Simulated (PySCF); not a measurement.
System: C₂H₁₂OSi₄ (SMILES CC(=O)[SiH2][SiH2][SiH2][SiH3]).

```yaml
atoms:
  - { symbol: C, position_ang: [-2.6552, 0.0988, -1.3935] }
  - { symbol: C, position_ang: [-1.3373, 0.2359, -0.6876] }
  - { symbol: O, position_ang: [-0.2854, 0.0050, -1.2484] }
  - { symbol: Si, position_ang: [-1.2596, 0.8121, 1.1721] }
  - { symbol: Si, position_ang: [0.2546, -0.6235, 2.2447] }
  - { symbol: Si, position_ang: [1.8304, -1.3174, 0.6498] }
  - { symbol: Si, position_ang: [2.6567, 0.5638, -0.4875] }
  - { symbol: H, position_ang: [-3.2910, -0.6230, -0.8546] }
  - { symbol: H, position_ang: [-3.1914, 1.0619, -1.3738] }
  - { symbol: H, position_ang: [-2.5009, -0.2295, -2.4309] }
  - { symbol: H, position_ang: [-0.7306, 2.2104, 1.1383] }
  - { symbol: H, position_ang: [-2.6256, 0.8336, 1.7846] }
  - { symbol: H, position_ang: [-0.4927, -1.7793, 2.8358] }
  - { symbol: H, position_ang: [0.9240, 0.1228, 3.3568] }
  - { symbol: H, position_ang: [1.1794, -2.2846, -0.2849] }
  - { symbol: H, position_ang: [2.9337, -2.0367, 1.3667] }
  - { symbol: H, position_ang: [2.6302, 0.3608, -1.9653] }
  - { symbol: H, position_ang: [1.8570, 1.7754, -0.1298] }
  - { symbol: H, position_ang: [4.0728, 0.8205, -0.0697] }
```

Geometry: PBE0-D3(BJ)/def2-SVP.

These are results of PySCF, PBE0/pcSseg-1, SCF density, gas phase, non-relativistic, not measurements.

What can the converged electron density and electron localisation function tell about the bonding?

C–O (1.21 Å): ρ at the midpoint is about 3.3 e/Å³; the ELF peaks at about 0.85 between the atoms; a short, multiple covalent bond.
C–C (1.50 Å): the density is about 1.7 e/Å³ at the midpoint; the ELF peaks at about 0.95 between the atoms (a shared electron pair).
C–Si (1.95 Å): the density is about 0.88 e/Å³ at the midpoint; the ELF peaks at about 1 between the atoms (a shared electron pair).
C–H (1.10 Å): ρ at the midpoint is about 2 e/Å³; the ELF climbs to about 1 towards the hydrogen, as it does in any bond to H: an ordinary covalent bond to hydrogen.

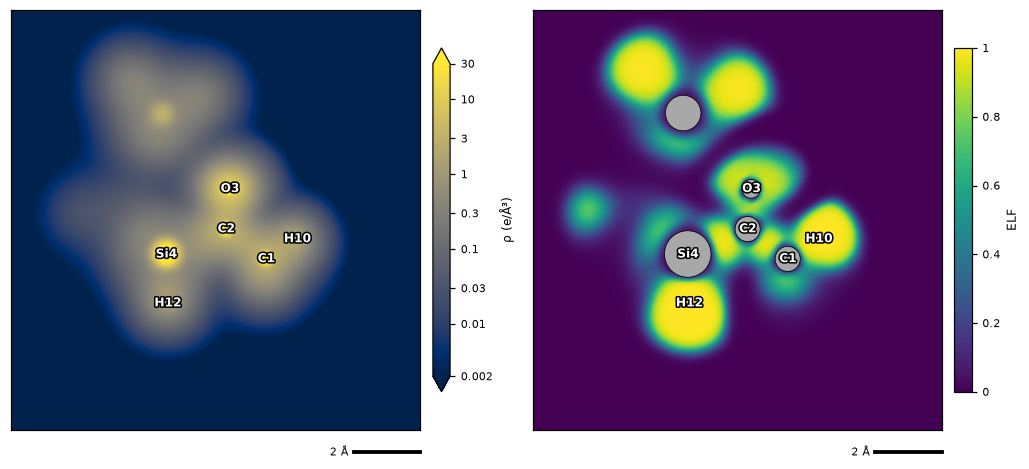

Computed electron density and electron localisation function on the plane of atoms O3, C2 and Si4, in this order. Grey discs cover the atomic cores in the ELF map. 
